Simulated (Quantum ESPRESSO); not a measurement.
# Convergence test for InAsPt5 (P4/mmm, 7 atoms in the cell)

```
CELL_PARAMETERS angstrom
      3.95777     0.00000     0.00000
      0.00000     3.95777     0.00000
      0.00000     0.00000     6.97704
ATOMIC_POSITIONS crystal
  In 0.50000 0.50000 0.00000
  As 0.00000 0.00000 0.50000
  Pt 0.00000 0.50000 0.28575
  Pt 0.00000 0.50000 0.71425
  Pt 0.50000 0.00000 0.28575
  Pt 0.50000 0.00000 0.71425
  Pt 0.00000 0.00000 0.00000
```

Computed with PBEsol, GBRV 1.5 ultrasoft (PBESOL) pseudopotentials (plane waves; Quantum ESPRESSO).

The starting cell comes from a database of computed structures (which also holds hypothetical and non-ambient phases and stackings), without a prior relaxation at this level. Its lattice was rescaled by a random factor within 2.5 % of one. Spin polarisation is off. In the base run, with a pressure of about 7 GPa the cell is away from its equilibrium volume at this level.

Held fixed: ecutwfc = 40 Ry; occupations = smearing; smearing = fd; degauss = 0.0073499 Ry; K_POINTS = automatic 6 6 3 1 1 1; conv_thr = 1e-11 Ry; mixing_beta = 0.7.

ΔF is the free energy per atom less that of the last row (640 Ry).

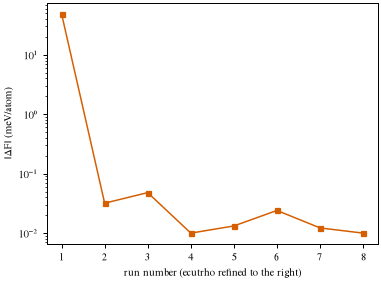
Size of the energy error against the last run of the series; values under 0.01 meV/atom are drawn at 0.01.

| ecutrho | ΔF (meV/atom) | pressure (GPa) | largest force (eV/Å) |
|---|---|---|---|
| 80 Ry | -48.9 | 12.00 | 0.050 |
| 120 Ry | -0.03 | 7.35 | 0.056 |
| 160 Ry | 0.05 | 7.33 | 0.056 |
| 200 Ry | 0.00 | 7.34 | 0.057 |
| 240 Ry | 0.01 | 7.34 | 0.056 |
| 320 Ry | 0.02 | 7.34 | 0.056 |
| 400 Ry | 0.01 | 7.34 | 0.056 |
| 480 Ry | 0.00 | 7.34 | 0.056 |
| 640 Ry | 0.00 | 7.34 | 0.056 |

Largest force within 0.005 eV/Å of the last row: from ecutrho = 120 Ry on; the one before it is off by 0.0063 eV/Å. The value it settles on is 0.056 eV/Å at this level of theory and with the other settings as held.

Pressure within 0.2 GPa of the last row: from ecutrho = 120 Ry on; the one before it is off by 4.7 GPa. The value it settles on is 7.3 GPa at this level of theory and with the other settings as held.
